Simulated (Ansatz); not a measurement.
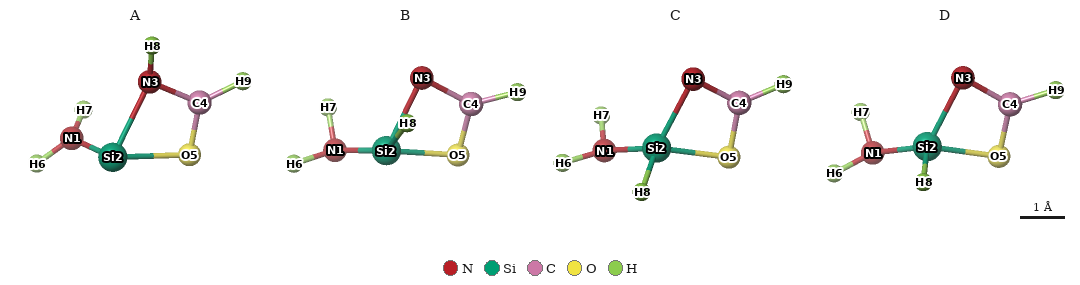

4 geometries from a converged minimum-energy path of CH₄N₂OSi, shuffled. The picture is a ball-and-stick view, seen from a free direction.

Theory: Ansatz, RKS PBE-D4/STO-3G. Set-up: 5 movable images; climbing image; force threshold 0.03 eV/Å; iteration limit 60; starting path through a guess of the saddle point.

Which of them lies highest in energy?

Answer. B. In order along the path, whose images run from 0 to 6: C (image 0, 0.00 eV), D (image 1, +0.18 eV), B (image 3, +2.60 eV), A (image 6, −0.04 eV). A hydrogen atom shifts from one atom to another. Breaking: Si2–H8 (1.46 → 1.62 at the top → 2.87 Å). Forming: N3–H8 (2.90 → 1.49 at the top → 1.06 Å).

Limits of the set-up: STO-3G is a minimal basis, so the numbers are rough.

Cost: 45 s on 1 thread of AMD EPYC 9R45 96-Core Processor (Zen 5), on a shared host, peak memory 0.11 GiB.
